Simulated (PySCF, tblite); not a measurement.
# C6H7B: geometry, infrared bands and NMR shifts

Aim: predict the infrared bands and NMR shifts of C6H7B (`CC#CBC1=CC1`).

The runs use tblite 0.8.0 and PySCF 2.14.0, with density-fitted response routines of our own; the level of theory stands in each step. All values are computed, except where a source is named. Atoms count from 0, in the outputs and in this text.

### 1 Starting geometry

14 atoms, charge 0, multiplicity 1; geometry from: force field or distance geometry start.

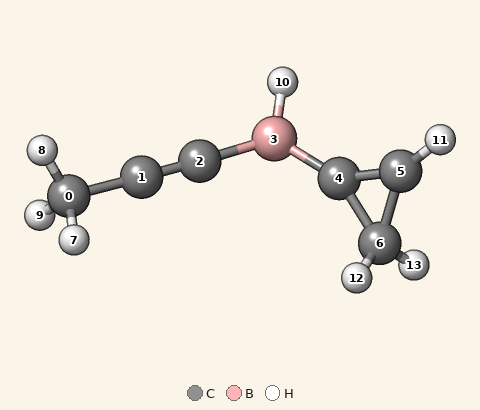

The starting geometry (carbon grey, boron pink, hydrogen white), atoms numbered.

### 2 Relaxing the molecule with GFN2-xTB

What the job is given:

```
{"job": {"kind": "relax", "xc": "GFN2-xTB", "basis": "xTB"}, "charge": 0, "multiplicity": 1}
C      3.383400    -0.513000     0.429200
C      2.001300     0.019300     0.611300
C      0.893600     0.463300     0.779400
B     -0.517600     1.067100     0.967000
C     -1.761800     0.384800     0.325300
C     -2.824300     0.583100    -0.476800
C     -2.629800    -0.792300     0.068700
H      3.278900    -1.398900    -0.218500
H      4.037700     0.260700    -0.041900
H      3.785800    -0.851700     1.407500
H     -0.607700     2.192500     1.291400
H     -3.450600     1.212200    -1.097200
H     -2.174900    -1.558400    -0.571800
H     -3.414600    -1.069200     0.784200
```

Run with:

```
$ OMP_NUM_THREADS=1 python probes_run.py task.json out
```

The driver reads the jobs from task.json and runs them one after another.

Log:

```text
step      E/eV     max force
  0    -475.43849    1.859
  1    -475.52925    3.375
  2    -475.65485    1.085
  3    -475.69645    1.008
  4    -475.72200    0.650
  5    -475.73707    0.346
  6    -475.75567    0.296
  7    -475.76460    0.286
  8    -475.77867    0.263
  9    -475.78940    0.270
 10    -475.79745    0.180
 11    -475.80046    0.142
 12    -475.80209    0.114
 13    -475.80384    0.110
 14    -475.80570    0.121
 15    -475.80721    0.131
 16    -475.80854    0.111
 17    -475.81038    0.167
 18    -475.81312    0.211
 19    -475.81611    0.169
 20    -475.81828    0.091
 21    -475.81951    0.080
 22    -475.82038    0.096
 23    -475.82128    0.095
 24    -475.82197    0.068
 25    -475.82244    0.059
 26    -475.82291    0.072
 27    -475.82358    0.089
 28    -475.82434    0.086
 29    -475.82489    0.052
 30    -475.82516    0.041
 31    -475.82533    0.044
 32    -475.82555    0.039
 33    -475.82582    0.052
 34    -475.82609    0.044
 35    -475.82629    0.041
 36    -475.82649    0.046
 37    -475.82675    0.043
 38    -475.82704    0.053
 39    -475.82729    0.043
 40    -475.82748    0.036
 41    -475.82764    0.040
 42    -475.82783    0.052
 43    -475.82802    0.047
 44    -475.82817    0.030
 45    -475.82830    0.034
 46    -475.82846    0.038
 47    -475.82867    0.048
 48    -475.82891    0.047
 49    -475.82909    0.033
 50    -475.82920    0.027
 51    -475.82930    0.031
 52    -475.82941    0.031
 53    -475.82954    0.030
 54    -475.82968    0.035
 55    -475.82984    0.043
 56    -475.83009    0.061
 57    -475.83048    0.072
 58    -475.83099    0.067
 59    -475.83146    0.054
 60    -475.83175    0.042
 61    -475.83193    0.040
 62    -475.83213    0.043
 63    -475.83235    0.043
 64    -475.83254    0.028
 65    -475.83266    0.024
 66    -475.83272    0.018
 67    -475.83276    0.014
 68    -475.83279    0.012
 69    -475.83281    0.010
```

Wall time 0.51 s (1 thread of Arm Neoverse N1, shared host).

The steps of the relaxation: (not every step is listed)

| step | energy from step 0 (eV) | largest force (eV/Å) |
| --- | --- | --- |
| 0 | 0.0000 | 1.8589 |
| 1 | -0.0908 | 3.3746 |
| 2 | -0.2164 | 1.0852 |
| 3 | -0.2580 | 1.0084 |
| 4 | -0.2835 | 0.6500 |
| 5 | -0.2986 | 0.3463 |
| 6 | -0.3172 | 0.2962 |
| 7 | -0.3261 | 0.2864 |
| 8 | -0.3402 | 0.2625 |
| 13 | -0.3653 | 0.1101 |
| 18 | -0.3746 | 0.2105 |
| 23 | -0.3828 | 0.0946 |
| 28 | -0.3859 | 0.0858 |
| 33 | -0.3873 | 0.0525 |
| 38 | -0.3886 | 0.0532 |
| 43 | -0.3895 | 0.0468 |
| 48 | -0.3904 | 0.0467 |
| 53 | -0.3911 | 0.0296 |
| 58 | -0.3925 | 0.0670 |
| 63 | -0.3939 | 0.0432 |
| 64 | -0.3940 | 0.0285 |
| 65 | -0.3942 | 0.0240 |
| 66 | -0.3942 | 0.0181 |
| 67 | -0.3943 | 0.0136 |
| 68 | -0.3943 | 0.0124 |
| 69 | -0.3943 | 0.0097 |

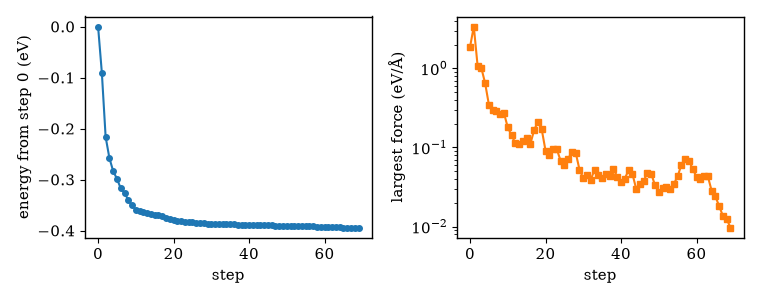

Energy and largest force along the relaxation.

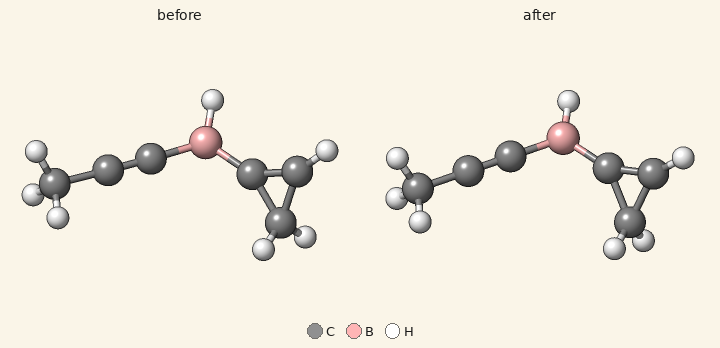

Before and after, at one scale.

Distances of close pairs at the start and the end, largest changes first:

| bond | before (Å) | after (Å) | change (Å) |
| --- | --- | --- | --- |
| C0–C1 | 1.492 | 1.444 | -0.048 |
| C2–B3 | 1.546 | 1.501 | -0.046 |
| B3–C4 | 1.557 | 1.512 | -0.045 |
| C4–C6 | 1.485 | 1.530 | +0.045 |
| C4–C5 | 1.346 | 1.312 | -0.034 |
| C0–H8 | 1.117 | 1.090 | -0.027 |
| C0–H9 | 1.111 | 1.090 | -0.020 |
| C5–H11 | 1.083 | 1.063 | -0.020 |

The end geometry stands in the next job.

### 3 Infrared spectrum with GFN2-xTB

What the job is given:

```
{"job": {"kind": "ir", "xc": "GFN2-xTB", "basis": "xTB"}, "charge": 0, "multiplicity": 1}
C      3.198449    -0.576477     0.419971
C      1.906828     0.047222     0.590092
C      0.826359     0.569759     0.736340
B     -0.516578     1.219009     0.901330
C     -1.721262     0.574399     0.253367
C     -2.812965     0.564019    -0.474284
C     -2.429847    -0.765604     0.048305
H      3.119310    -1.451139    -0.226033
H      3.895573     0.133729    -0.025446
H      3.590535    -0.885351     1.389269
H     -0.626430     2.209301     1.522949
H     -3.456410     1.061120    -1.158868
H     -2.016508    -1.517275    -0.617697
H     -2.957731    -1.183186     0.898565
```

Log:

```text
mode    cm-1     km/mol
  1     -37.5      0.35
  2      50.7      1.38
  3      64.8      0.66
  4     182.1      3.89
  5     200.5      0.71
  6     223.9      0.34
  7     307.3      0.66
  8     355.7      0.22
  9     437.4      1.33
 10     667.4     16.52
 11     685.3     66.54
 12     705.6     23.34
 13     790.6     17.23
 14     929.8      6.27
 15     942.4     17.93
 16     992.7     42.49
 17    1004.1      7.33
 18    1017.6     41.69
 19    1026.1      3.86
 20    1044.6      6.86
 21    1068.4     46.74
 22    1187.2      7.23
 23    1245.1     67.12
 24    1384.0      0.93
 25    1449.6      9.91
 26    1451.4      5.57
 27    1484.9      2.40
 28    1802.6     89.38
 29    2307.2    281.60
 30    2594.3    153.25
 31    2993.4     66.27
 32    2997.0     19.77
 33    2997.2     28.40
 34    3005.7     30.68
 35    3017.2     69.03
 36    3221.4     19.69
```

Wall time 0.51 s (1 thread of Arm Neoverse N1, shared host).

The strongest bands and the atoms that carry them (share of the mass-weighted mode):

| cm⁻¹ | km/mol | atoms |
| --- | --- | --- |
| 685 | 66.5 | H10 40 %, B3 37 % |
| 1068 | 46.7 | B3 20 %, C5 13 %, C4 11 %, C0 10 % |
| 1245 | 67.1 | B3 43 %, C2 18 %, C1 17 % |
| 1803 | 89.4 | C4 57 %, C5 32 % |
| 2307 | 281.6 | C1 52 %, C2 47 % |
| 2594 | 153.2 | H10 92 % |
| 2993 | 66.3 | H12 73 %, H13 18 % |
| 3017 | 69.0 | H13 76 %, H12 20 % |

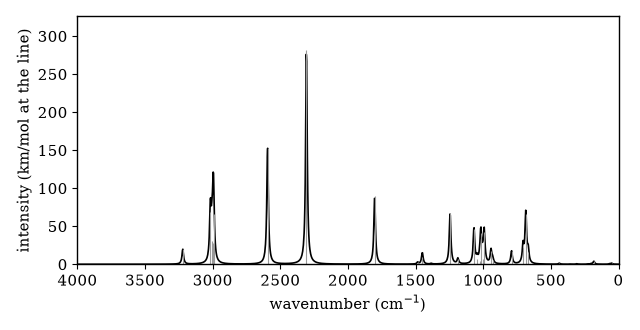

The infrared spectrum from these modes, unscaled. Lines are broadened to a width of 14 cm⁻¹ (Lorentzian).

### 4 Shielding tensors: PBE0/pcSseg-1

The job, as its differences from that of step 3:

```diff
@@ -1,2 +1,2 @@
-{"job": {"kind": "ir", "xc": "GFN2-xTB", "basis": "xTB"}, "charge": 0, "multiplicity": 1}
+{"job": {"kind": "nmr", "xc": "PBE0", "basis": "pcSseg-1"}, "charge": 0, "multiplicity": 1}
 C      3.198449    -0.576477     0.419971
```

With the program's defaults for keys left out, this is: GIAO PBE0/pcSseg-1 NMR shielding, non-relativistic, gas phase.

Log:

```text
coarse grid: 11944 points
cycle   1  E = -257.1077520985  dE =  9.962e-01  |g| = 4.120e-01  |ddm| = 3.587e+00
cycle   2  E = -257.0748440650  dE =  3.291e-02  |g| = 5.494e-01  |ddm| = 9.764e-01
cycle   3  E = -257.1474057653  dE = -7.256e-02  |g| = 1.950e-01  |ddm| = 5.790e-01
cycle   4  E = -257.1568770289  dE = -9.471e-03  |g| = 3.559e-02  |ddm| = 1.655e-01
cycle   5  E = -257.1571883740  dE = -3.113e-04  |g| = 1.165e-02  |ddm| = 4.610e-02
cycle   6  E = -257.1572209885  dE = -3.261e-05  |g| = 3.918e-03  |ddm| = 1.250e-02
cycle   7  E = -257.1572244515  dE = -3.463e-06  |g| = 1.322e-03  |ddm| = 3.877e-03
final grid: 116064 points
cycle   8  E = -257.1994556977  dE = -2.878e-05  |g| = 7.038e-03  |ddm| = 3.336e-02
cycle   9  E = -257.1994511033  dE =  4.594e-06  |g| = 8.321e-03  |ddm| = 1.427e-02
cycle  10  E = -257.1994680621  dE = -1.696e-05  |g| = 1.826e-03  |ddm| = 7.802e-03
cycle  11  E = -257.1994689534  dE = -8.913e-07  |g| = 4.102e-04  |ddm| = 1.815e-03
cycle  12  E = -257.1994689882  dE = -3.476e-08  |g| = 1.606e-04  |ddm| = 3.881e-04
cycle  13  E = -257.1994689938  dE = -5.683e-09  |g| = 6.291e-05  |ddm| = 1.529e-04
cycle  14  E = -257.1994689949  dE = -1.030e-09  |g| = 1.160e-05  |ddm| = 5.364e-05
cycle  15  E = -257.1994689949  dE = -3.433e-11  |g| = 2.765e-06  |ddm| = 1.139e-05
converged SCF energy = -257.1994689949

GIAO shielding tensors (ppm)
atom      isotropic    diamagn.    paramagn.     s11        s22        s33       span
  0 C      178.905     251.813     -72.907    171.600    173.377    191.738     20.137
  1 C       42.724     275.113    -232.389    -22.519      4.115    146.576    169.095
  2 C       88.241     254.943    -166.702     -6.942      4.009    267.657    274.598
  3 B       45.993     196.051    -150.059     -9.179     15.439    131.718    140.898
  4 C       51.581     251.022    -199.441    -88.971     67.532    176.181    265.152
  5 C       46.690     262.148    -215.458   -105.080     66.327    178.824    283.904
  6 C      170.369     247.602     -77.234    127.072    148.048    235.985    108.913
  7 H       29.332      30.923      -1.592     24.320     27.975     35.700     11.380
  8 H       29.302      26.930       2.372     24.790     27.496     35.621     10.831
  9 H       29.274      26.497       2.776     24.883     27.412     35.525     10.642
 10 H       24.806      28.993      -4.187     21.881     25.384     27.154      5.273
 11 H       23.435      33.394      -9.959     18.635     25.043     26.627      7.991
 12 H       30.462      31.328      -0.866     25.725     27.113     38.549     12.823
 13 H       30.090      29.762       0.328     25.080     26.914     38.277     13.197
```

Wall time 25 s (1 thread of Arm Neoverse N1, shared host); peak memory 0.71 GiB.

Shifts follow as δ = σ(reference) − σ, with reference shieldings (ppm) from runs at the same level and on the same kind of geometry: 1H TMS 31.72, 13C TMS 186.9, 11B BF3·OEt2 100.1. The references are single molecules in the gas phase. Atoms listed in one row are averaged.

| atoms | environment | σ (ppm) | δ (ppm) | δ scaled to CDCl3 |
| --- | --- | --- | --- | --- |
| C1 | alkyne carbon | 42.7 | 144.2 | 138.8 |
| C5 | alkene CH | 46.7 | 140.2 | 135.0 |
| C4 | fully substituted alkene carbon | 51.6 | 135.3 | 130.2 |
| C2 | alkyne carbon | 88.2 | 98.7 | 94.4 |
| C6 | three-membered-ring carbon | 170.4 | 16.6 | 14.2 |
| C0 | propargylic methyl carbon | 178.9 | 8.0 | 5.9 |
| H11 | hydrogen on an alkene CH | 23.43 | 8.28 | 7.91 |
| H10 | hydrogen on a boron bonded to 2 C | 24.81 | 6.91 | – |
| H7, H8, H9 | hydrogen on a propargylic methyl carbon | 29.30 | 2.41 | 2.38 |
| H12, H13 | hydrogen on a three-membered-ring carbon | 30.28 | 1.44 | 1.46 |
| B3 | boron bonded to 2 C, H | 46.0 | 54.1 | – |

The scaled column applies a straight-line fit of computed shieldings to shifts measured in CDCl3 (root-mean-square error 0.16 ppm for H, 1.9 ppm for C).

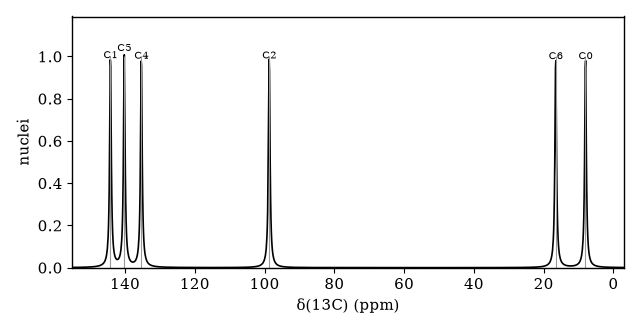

13C lines at the computed shifts, without couplings. Lines are broadened to a width of 0.54 ppm (Lorentzian).

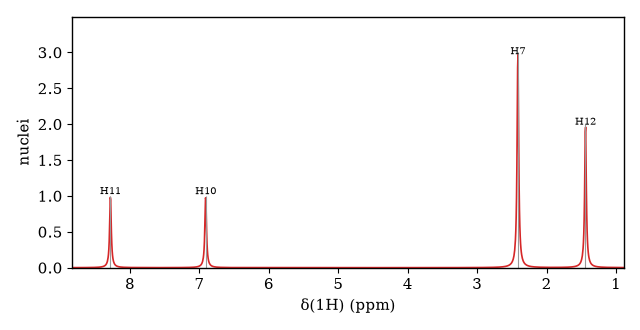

1H lines at the computed shifts, without couplings. Lines are broadened to a width of 0.03 ppm (Lorentzian).

The run also stored atomic charges by several schemes (e):

| atoms | Mulliken | IAO | Hirshfeld | ESP fit |
| --- | --- | --- | --- | --- |
| C0 | -0.16 | -0.44 | -0.09 | -0.54 |
| C1 | -0.21 | 0.02 | -0.01 | 0.26 |
| C2 | -0.23 | -0.17 | -0.14 | -0.48 |
| B3 | 0.33 | 0.09 | 0.14 | 0.44 |
| C4 | -0.22 | -0.09 | -0.07 | -0.11 |
| C5 | -0.13 | -0.13 | -0.03 | -0.20 |
| C6 | -0.17 | -0.27 | -0.09 | -0.14 |

Mulliken charges:

C0 -0.16; C1 -0.21; C2 -0.23; B3 0.33; C4 -0.22; C5 -0.13; C6 -0.17; H7 0.15; H8 0.16; H9 0.16; H10 -0.01; H11 0.08; H12 0.12; H13 0.13

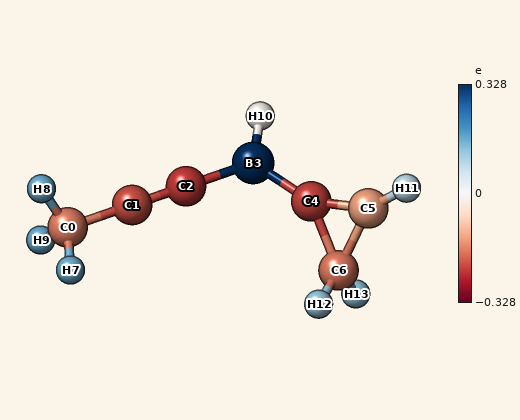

Mulliken charges, as colours on the atoms.

Mayer bond orders: C0–C1 1.18, C1–C2 2.49, C2–B3 1.13, B3–C4 1.02, C4–C5 1.66, C5–C6 0.98, C6–C4 0.88.

Ring of atoms C4, C5, C6: NICS(0) -28.9, NICS(1) -7.4, NICS(1)zz -16.1 ppm (means of both faces).

In rings of three or four atoms NICS is ruled by the nearby σ bonds, so it says little on aromaticity.

### 5 Outcome

| quantity | value |
| --- | --- |
| strongest single infrared mode (GFN2-xTB) | 2307 cm⁻¹, 282 km/mol |
| zero-point energy (GFN2-xTB) | 65.5 kcal/mol |
| 13C shifts against TMS (PBE0/pcSseg-1) | 144.2, 140.2, 135.3, 98.7, 16.6, 8.0 ppm |
| 1H shifts against TMS (PBE0/pcSseg-1, means over atoms taken as alike) | 8.28, 6.91, 2.41, 1.44 ppm |
| 11B shifts against BF3·OEt2 (PBE0/pcSseg-1) | 54.1 ppm |

In words: Relaxing lowered the energy by 0.394 eV in 69 steps; the close pair that moved most is C0–C1, from 1.492 to 1.444 Å. The lowest mode is imaginary (38i cm⁻¹), so the xTB geometry is not a minimum. The strongest single mode, at 2307 cm⁻¹, moves mainly C1 and C2. GFN2-xTB is a fitted tight-binding method: band positions and strengths are rough. Its intensities can rank the bands wrongly.
